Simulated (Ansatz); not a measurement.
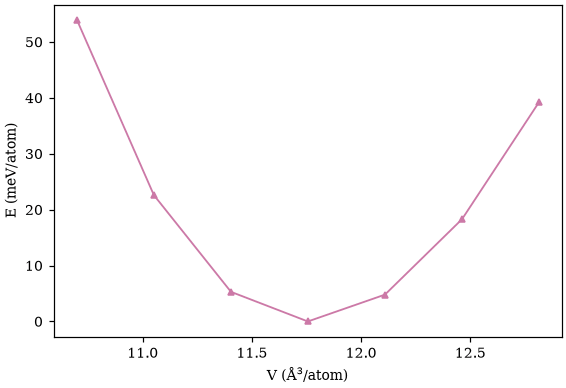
Fig. 1. LaTiHO2 in space group P4/mmm (No. 123; La on 1d, Ti on 1a, O on 2f, H on 1b) under volume change, the program Ansatz at the r²SCAN level (PAW), shape and atoms relaxed at each volume.

Question: What does a third-order Birch–Murnaghan fit give for V₀, B₀ and B′?

Answer: V₀ = 11.76 Å³/atom, B₀ = 154 GPa, B′ = 4.3.

The start of the workflow was typed in or built on a structure type; neither database checked (COD, Materials Project) lists it. Whether it is the stable phase at ambient conditions was not checked. Symmetry was held in the r²SCAN relaxation; whether a distortion lowers the energy is not shown. The workflow began spin-polarised and lost its moments. Scalar-relativistic: spin–orbit coupling is off unless named, which matters more the heavier the elements.

Potentials: the earlier of the program's two PAW sets. The files were generated under PBE; for other functionals the program regenerates the frozen cores, and for LDA and PBEsol the local potential too.
